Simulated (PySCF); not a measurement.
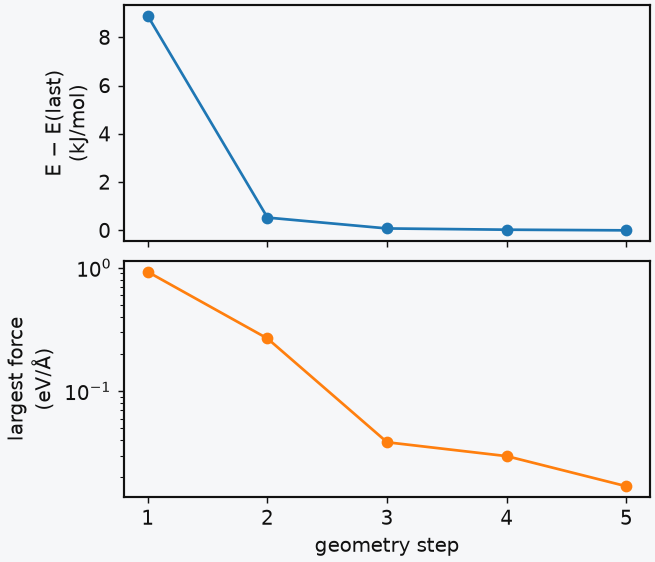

History of a geometry optimisation. AsBH5P (SMILES PB[AsH2]); PBE0-D3(BJ)/def2-SVP, geometry optimisation (PySCF 2.14.0, density fitting).

The optimisation met its thresholds at geometry 5, counting the start as the first. The energy fell by about 8.9 kJ/mol from the first step to the last. The largest force goes from about 0.93 eV/Å at the start to 0.017 eV/Å at the end.
